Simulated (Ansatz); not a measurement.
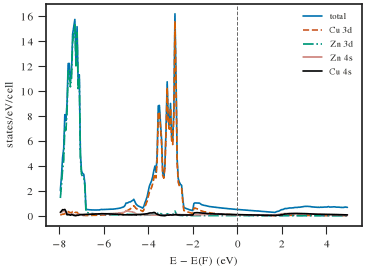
*Total and projected density of states of ZnCu (CsCl type, Pm-3m), plane-wave PAW PBE (Ansatz code)*

Question: Which orbitals carry the states next to the Fermi level?

Answer: Within 0.5 eV of the Fermi level: Cu 4s 18 %, Zn 4s 17 %, Cu 3d 15 %, outside the projected shells 49 %. Projections are on Löwdin-orthogonalised atomic valence shells; empty p or d shells of many metals are not among them.

Question: Where is the tallest occupied peak in this window, and what makes it?

Answer: Near -2.8 eV, about 16 states/eV per cell; the largest projected share is Cu 3d.

The cell was relaxed with PBE under the symmetry of its start. No spin polarisation was allowed.

Potentials: the later of the program's two PAW sets.
